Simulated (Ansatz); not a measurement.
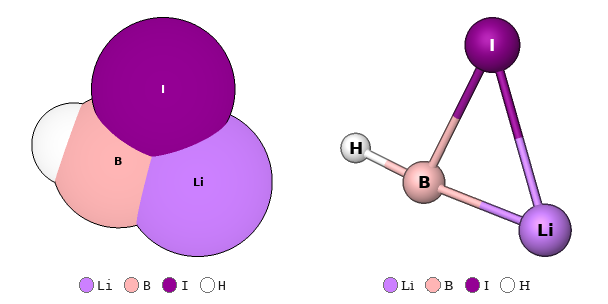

Two views of one molecule.

The geometry was computed by an optimisation with PBE0-D4/def2-TZVP. No frequency run is at hand to confirm it as a minimum.

Which formula does it have?

BHILi, 4 atoms: 1 boron, 1 hydrogen, 1 iodine and 1 lithium.

How many bonds of each kind are drawn?

1 B–Li, 1 I–Li, 1 B–I, 1 B–H. Sticks follow a distance rule.

How many sets of symmetry-equivalent atoms are there?

4: 1 Li, 1 B, 1 I, 1 H.

More results for the same structure follow; atom numbers are the same in all pictures, views and colours differ.

### Electronic properties

No frequency run is at hand to confirm it as a minimum. Level of theory: RKS PBE0-D4/def2-TZVPP, core potentials on I (Ansatz 0.2.0).

What is the HOMO energy (Kohn–Sham orbital)?

−5.45 eV.

What is the LUMO energy (Kohn–Sham orbital)?

−1.61 eV.

### Charges

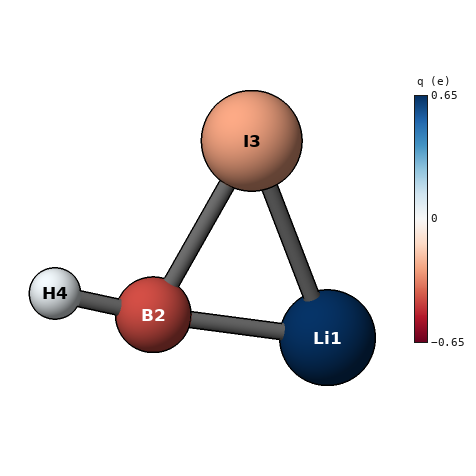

Atoms are coloured by their Mulliken charges. No frequency run is at hand to confirm it as a minimum. Method: RKS PBE0-D4/def2-TZVP, core potentials on I (Ansatz 0.2.0).

Which atom carries the highest charge (most positive or least negative)?

Li1 (0.64 e).

And the lowest?

B2 (−0.42 e).

Give the Mulliken charges atom by atom.

```tsv
atom	value (e)
Li1	0.64
B2	−0.42
I3	−0.26
H4	0.04
```

### Dipole moment

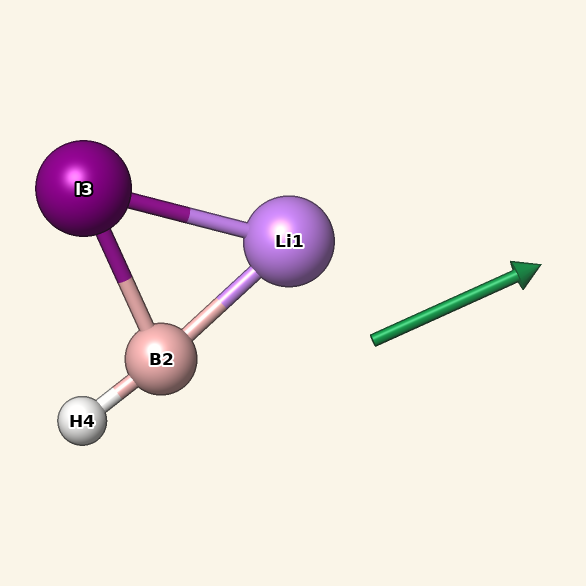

The arrow beside the molecule shows the direction of the dipole moment, from the negative to the positive end (its length means nothing). No frequency run is at hand to confirm it as a minimum. Method: RKS PBE0-D4/def2-TZVP, core potentials on I (Ansatz 0.2.0).

Estimate the dipole moment.

4.24 D; it points from the side of H4 to the side of Li1 (the outermost atoms at the two ends).

Mulliken values depend strongly on the basis set and can even reverse the polarity of a bond.
